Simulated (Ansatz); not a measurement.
# BN (boron nitride) at UPBE/cc-pVTZ

Aim: the energy change on altering one bond length of BN (boron nitride) at UPBE/cc-pVTZ, from 2 runs. 

Program for the calculation: Ansatz 0.2.0.

32 further runs of the same task are left out: 32 set aside as unsound or not needed.

**1. Starting point**

The species is BN (2 atoms), meant as a triplet with charge 0. As SMILES, `B#N`. Geometry: relaxed at PBE0-D4/def2-TZVP.

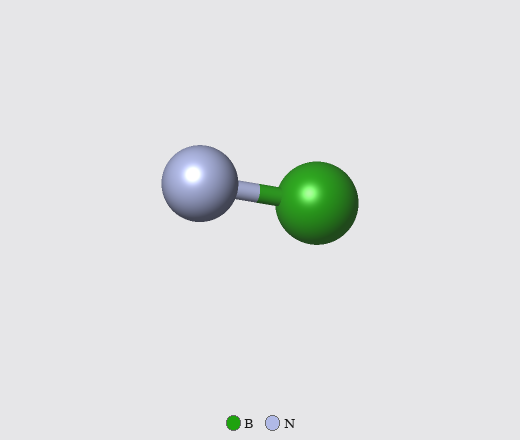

Viewed from a chosen angle; boron green, nitrogen light blue.

**2. A single-point energy at UPBE/cc-pVTZ**

Input file in.yaml:

```yaml
crystal:
  periodic: [false, false, false]
  atoms:
    - {symbol: B, position_ang: [-0.000000, -0.000000, -0.023520]}
    - {symbol: N, position_ang: [0.000000, 0.000000, 1.291950]}
basis:
  gaussian:
    orbitals: cc-pVTZ
output:
  orbitals: {seedname: orbitals}
hamiltonian:
  xc: {name: PBE}
accuracy: high
magnetization:
  spin_polarized: true
  initial_magnetization: 2
```

Launch:

```sh
$ ansatz run in.yaml --threads 1 --pin off --max-ram 3480MiB --events-out events.jsonl --progress --plain --runs-dir runs
```

What it wrote:

```text
Warning: RAYON_NUM_THREADS=1 ignored (pool sized by the plan → 1); use --threads N
Functional definition: PBE
  name "PBE"
  parameter kappa = 0.804
  parameter beta = 0.06672455060314922
  exchange = pbe_x(kappa = kappa, mu = beta*pi^2/3)
  correlation = pbe_c(beta = beta)
848 factors; integrals over basis functions are off by at most 2.6e-9 eV
mean field evaluation 1: about -2153.6341 eV, gradient 3.4e1 eV
mean field evaluation 2: about -2102.5594 eV, gradient 8.9e1 eV
mean field evaluation 4: about -2158.7372 eV, gradient 3.2e0 eV
mean field evaluation 8: about -2158.7901 eV, gradient 2.9e-2 eV
mean field evaluation 16: about -2158.7901 eV, gradient 5.5e-7 eV
mean field evaluation 32: about -2156.8989 eV, gradient 1.0e1 eV
mean field -2158.79009830 eV, -79.3340728321 hartree, gradient 2.8e-8 eV, S^2 2.003650; 6 other end points of the search recorded, 0 dependent functions left out
reference -2158.79010070 eV, -79.3340729201 hartree; 7, 5 occupied and 53, 55 virtual orbitals, 848 factors
Total energy: -2158.79010070 eV, -79.3340729201 hartree
```

Run time: 4.2 s. Hardware: 1 thread of Arm Neoverse V1, shared host; peak memory 0.12 GiB.

**3. The distorted shape, same level**

Input file molecule.yaml:

```yaml
crystal:
  periodic: [false, false, false]
  atoms:
    - symbol: B
      position_ang: [-0.000000, -0.000000, -1.602050]
    - symbol: N
      position_ang: [0.000000, 0.000000, 1.291950]
basis:
  gaussian:
    orbitals: cc-pVTZ
magnetization:
  spin_polarized: true
  initial_magnetization: 2
hamiltonian:
  xc: {name: PBE}
accuracy: high
output:
  orbitals: {seedname: orbitals}
```

Launch:

```sh
$ ansatz run molecule.yaml --threads 1 --pin off --max-ram 3480MiB --events-out events.jsonl --progress --plain --runs-dir runs
```

What it wrote, cut to the lines that bear on the results:

```text
Warning: RAYON_NUM_THREADS=1 ignored (pool sized by the plan → 1); use --threads N
[... 6 set-up lines as earlier in the session ...]
774 factors; integrals over basis functions are off by at most 3.1e-9 eV
mean field evaluation 1: about -2146.6926 eV, gradient 2.9e1 eV
mean field evaluation 2: about -1951.9410 eV, gradient 9.5e1 eV
mean field evaluation 4: about -2153.8247 eV, gradient 2.8e0 eV
mean field evaluation 8: about -2154.0204 eV, gradient 7.8e-2 eV
mean field evaluation 16: about -2154.0185 eV, gradient 6.5e-5 eV
mean field evaluation 32: about -2154.0184 eV, gradient 1.1e-1 eV
mean field evaluation 64: about -2153.4441 eV, gradient 5.4e0 eV
mean field -2154.01846692 eV, -79.1587186132 hartree, gradient 6.8e-8 eV, S^2 2.554157; 5 other end points of the search recorded, 0 dependent functions left out
reference -2154.01846948 eV, -79.1587187072 hartree; 7, 5 occupied and 53, 55 virtual orbitals, 774 factors
Total energy: -2154.01846948 eV, -79.1587187072 hartree
```

Run time: 3.9 s. Hardware: 1 thread of Arm Neoverse V1, shared host; peak memory 0.12 GiB.

**4. Results**

Level: UPBE/cc-pVTZ.

| quantity | value |
| --- | --- |
| first shape: total energy | -79.33407 Eh |
| first shape: HOMO energy (highest over α and β) | -7.38 eV |
| first shape: LUMO energy (lowest over α and β) | -6.72 eV |
| first shape: ⟨S²⟩ | 2.004 |
| distorted shape: total energy | -79.15872 Eh |
| distorted shape: HOMO energy (highest over α and β) | -4.99 eV |
| distorted shape: LUMO energy (lowest over α and β) | -4.28 eV |
| distorted shape: ⟨S²⟩ | 2.554 |
| energy change with the B1–N2 bond stretched from 1.315 to 2.894 Å | 4.772 eV |

**Reading.** With the B1–N2 bond stretched from 1.315 to 2.894 Å the energy rises by 4.77 eV (460 kJ/mol). The first shape isn't relaxed at this level, so the change isn't measured from a minimum. ⟨S²⟩ (distorted shape) is 2.55 where a pure triplet has 2.00: the reference is spin-contaminated.
